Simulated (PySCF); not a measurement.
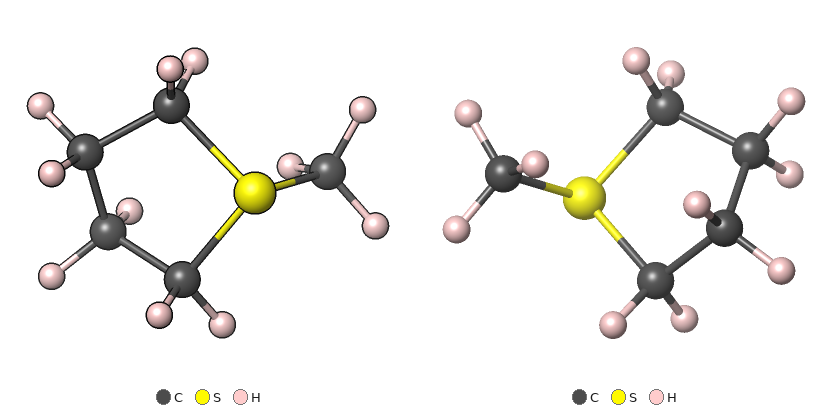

The same structure drawn twice, from different directions.

The species has charge +1 and is a spin singlet.

Count the atoms of each element.

C5H11S(+), 17 atoms: 5 carbon, 11 hydrogen and 1 sulfur.

Give a SMILES string for it.

C[S+]1CCCC1

Does it have rings?

Independent rings (smallest set): 1 of 5 members.

Count the bonded pairs by element.

11 C–H, 3 C–S, 3 C–C.

The parts below concern this one geometry. Atoms keep their numbers from picture to picture. Computed geometry: PBE0-D3(BJ)/def2-SVP optimisation. No frequency run is at hand to confirm it as a minimum.

### Geometry

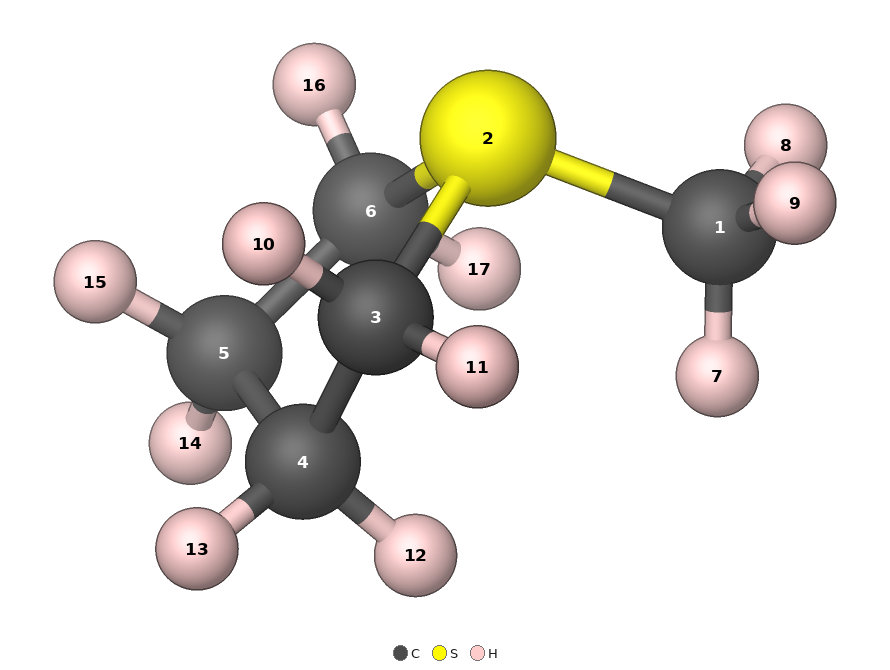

Numbered structure. No frequency run is at hand to confirm it as a minimum.

How are the neighbours of atom 3 arranged?

C3 has 4 neighbours (S2 at 1.83, C4 at 1.52, H10 at 1.10, H11 at 1.10 Å); the arrangement is tetrahedral.

What is the geometry at C1?

C1 has 4 neighbours (S2 at 1.80, H7 at 1.10, H8 at 1.10, H9 at 1.10 Å); the arrangement is tetrahedral.

What is the geometry at C4?

C4 has 4 neighbours (C3 at 1.52, C5 at 1.52, H12 at 1.10, H13 at 1.10 Å); the arrangement is tetrahedral.

What is the geometry at C6?

C6 has 4 neighbours (S2 at 1.84, C5 at 1.53, H16 at 1.10, H17 at 1.10 Å); the arrangement is tetrahedral.

What is the dihedral angle C3–C4–C5–C6?

49° in size, that is gauche.

### Excitation

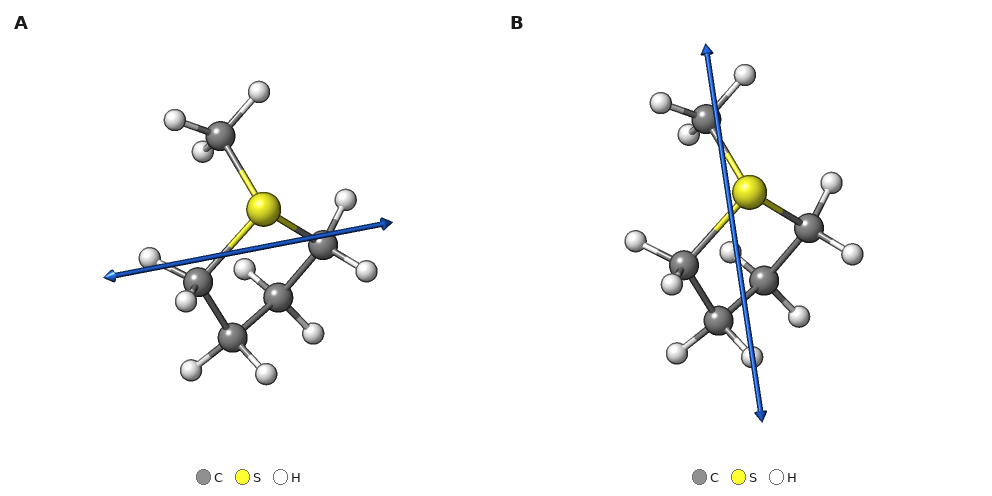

The double arrows show the directions of two transition dipoles from the ground state (lengths mean nothing). No frequency run is at hand to confirm it as a minimum. Properties computed with TDDFT ωB97X-D/def2-SVPD, vertical, gas phase, core orbitals frozen in the response (PySCF 2.14.0).

One belongs to singlet state 1 and one to singlet state 2. Which is which?

A: state 1, 7.76 eV (160 nm), oscillator strength 0.040, mainly HOMO → LUMO (weight 0.95).
B: state 2, 8.02 eV (155 nm), oscillator strength 0.035, mainly HOMO → LUMO+1 (weight 0.92).

### NMR shielding

The questions are on isotropic NMR shieldings of the C atoms. No frequency run is at hand to confirm it as a minimum. Properties computed with GIAO PBE0/pcSseg-1 NMR shielding, non-relativistic, IEF-PCM water (PySCF 2.14.0).

Which C atom is the most shielded (lowest chemical shift)?

C1 (155.6 ppm).

Which C atom is the least shielded (highest chemical shift)?

C6 (131.9 ppm).

How wide is the range of C shifts?

23.7 ppm.

List the isotropic NMR shieldings of the C atoms.

```
atom  σ (ppm)
  C1    155.6
  C3    134.5
  C4    154.8
  C5    152.1
  C6    131.9
```

### Polarisability

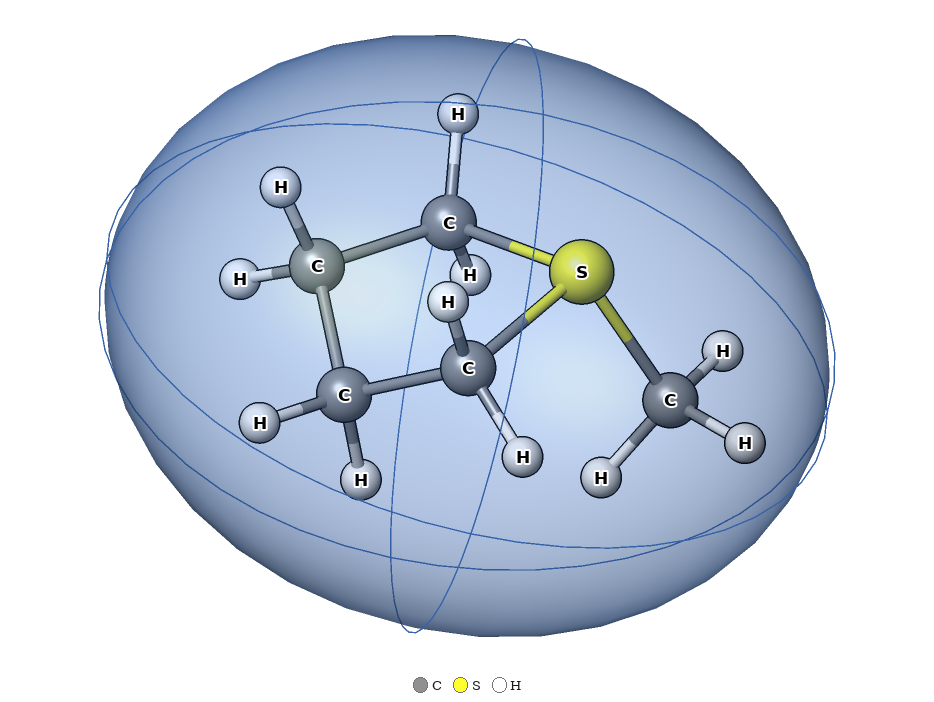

The ellipsoid shows the static dipole polarisability: its half-axes are proportional to the principal values. No frequency run is at hand to confirm it as a minimum. Method: ωB97X-D/def2-SVPD (PySCF 2.14.0).

Give the principal values, the mean and the anisotropy.

Principal values 61.5, 70.4, 80.0 bohr³; mean 70.6 bohr³ (10.47 Å³); anisotropy 16.0 bohr³, so the longest axis is 1.30 times the shortest.
